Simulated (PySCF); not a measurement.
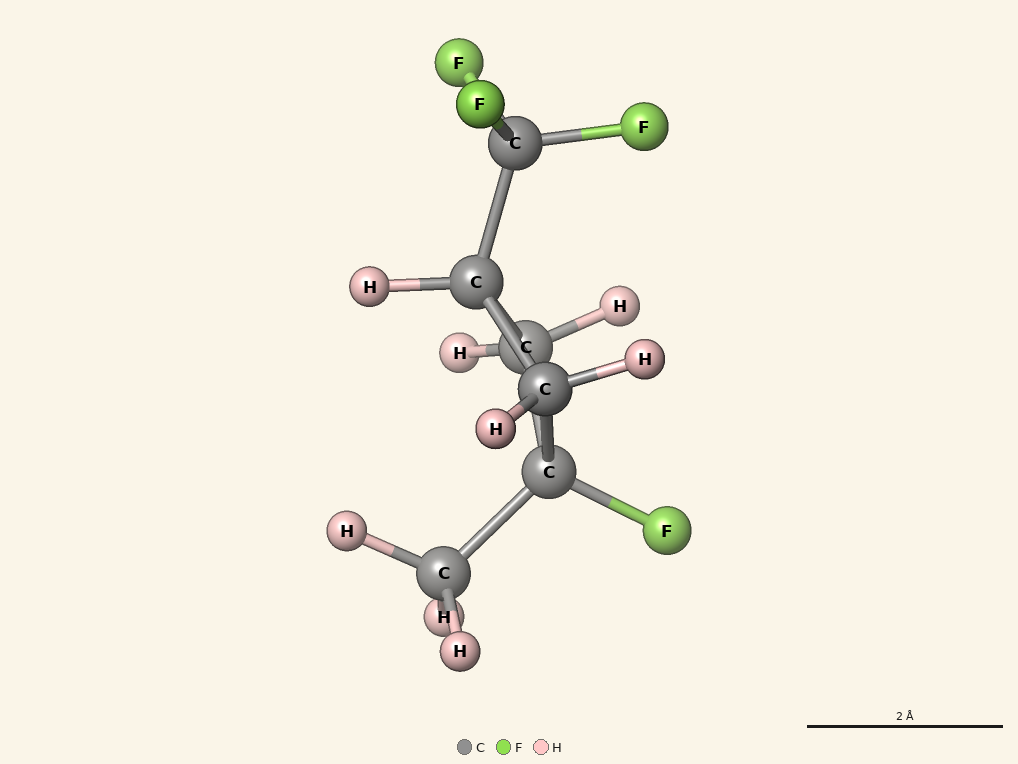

Atoms fade into the background with distance from the viewer. The computed structure is the end point of a PBE0-D3(BJ)/def2-SVP optimisation. No frequency run is at hand to confirm it as a minimum. Masses are those of the most abundant isotopes; constants are for the rigid equilibrium geometry.

**What kind of rotor is it, and what are its rotational constants in GHz?**

An asymmetric top (Cs): A = 2.75, B = 0.749, C = 0.735 GHz. Ray's parameter κ is −0.99, close to the prolate limit.
